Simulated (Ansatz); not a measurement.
Co2N (space group Pnnm)

Space group Pnnm (No. 58); a = 4.2236 Å, b = 4.4831 Å, c = 2.7927 Å, α = β = γ = 90.00°

| atom | site | symmetry | x | y | z |
|---|---|---|---|---|---|
| Co | 4g | ..m | 0.2302 | 0.1754 | 0.5000 |
| N | 2a | ..2/m | 0.0000 | 0.0000 | 0.0000 |

E(V) scan at fixed shape, V₀ the volume above. The atoms relax within the cell's symmetry.

Method: PBEsol (plane waves to 420 eV, PAW, scalar-relativistic; Ansatz, a first-principles code). k mesh 11×11×17 (Γ-centred), Fermi-Dirac smearing 0.05 eV. E stands for the smeared free energy. With the shape held, the modulus is that of even scaling; a crystal free to change shape is softer. Co2N is run without spin polarisation. Co2N was relaxed with its symmetry unable to fall. ΔE is measured from the relaxed starting cell.

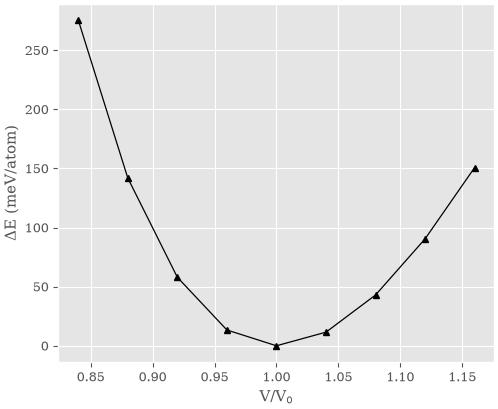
Figure: ΔE (meV/atom) against V/V₀; one marker a computed point.

Q: What is ΔE at V/V₀ = 1.160?

A: About 150 meV/atom.

Q: What is ΔE at V/V₀ = 0.840?

A: About 280 meV/atom.

Q: What bulk modulus at fixed cell shape B₀ follows from a third-order Birch-Murnaghan fit?

A: About 280 GPa.

(A scan under strain: stresses follow from slopes of the energy per volume, elastic moduli from its curvatures.)
